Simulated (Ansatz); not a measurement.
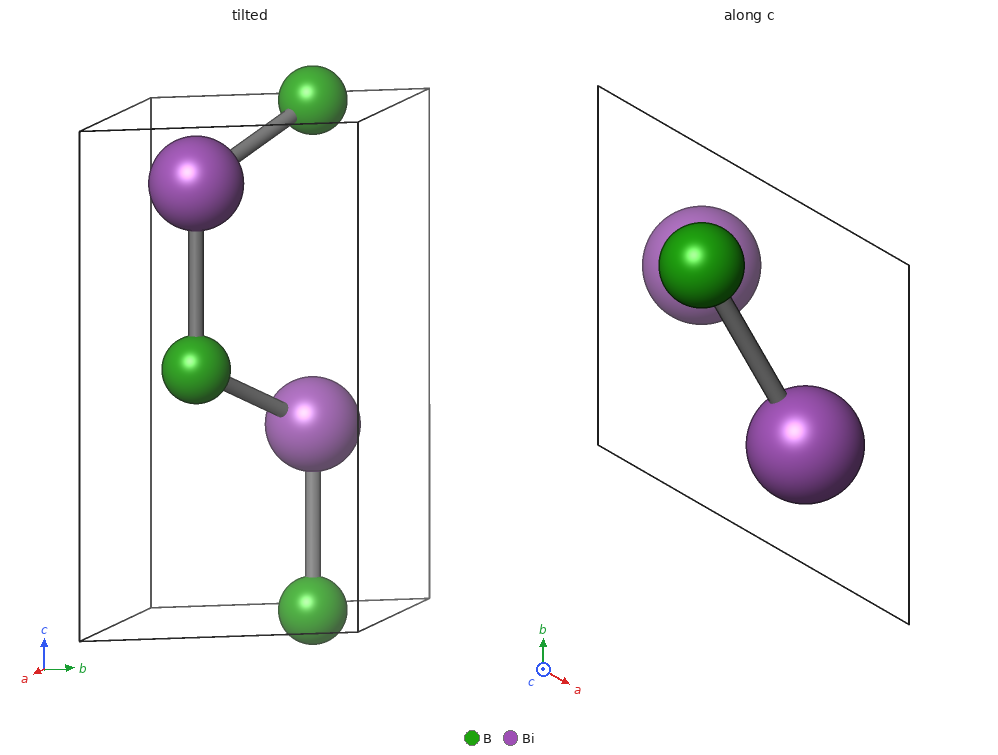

The figure gives a ball-and-stick picture of the atoms, viewed slightly off an axis and along the c axis. One conventional unit cell is framed, with atoms on its boundary repeated.

BiB, space group P6_3mc (No. 186), a = 3.637 Å, b = 3.637 Å, c = 6.461 Å, α = 90.00°, β = 90.00°, γ = 120.00°. Origin of the cell: a structure type filled with these elements by a generator (whether the compound takes this form wasn't checked). The cell was then strained or its atoms displaced on purpose. An electronic-structure calculation with Ansatz was run on it.

This one geometry was computed with Ansatz (DFT, plane waves, PAW) at three levels of theory: r2SCAN, PBE and HSE06. It was relaxed with r2SCAN and then strained.

Question: Which level gives the highest pressure at this volume, and what does that say about its equilibrium volume?

Answer: Highest: PBE (12.5 GPa), which points to the largest equilibrium volume. Lowest, with the smallest volume: HSE06 (9.3 GPa). Levels within 0.5 GPa of each other can't be told apart.

Question: How does the band gap change with the level of theory?

Answer: PBE: a gap of 0.23 eV, direct; r2SCAN: a gap of 0.29 eV, direct; HSE06: a gap of 0.76 eV, indirect.

Question: Collect the results in a table.

Answer:
| level | cutoff (eV) | k-mesh of the run's cell | gap (eV) | pressure (GPa) |
| --- | --- | --- | --- | --- |
| r2SCAN | 500 | 12×12×4 | 0.29 | 11.3 |
| PBE | 420 | 12×12×4 | 0.23 | 12.5 |
| HSE06 | 420 | 6×6×4 | 0.76 | 9.3 |

Gaps are taken on the k-mesh or band path of each run.
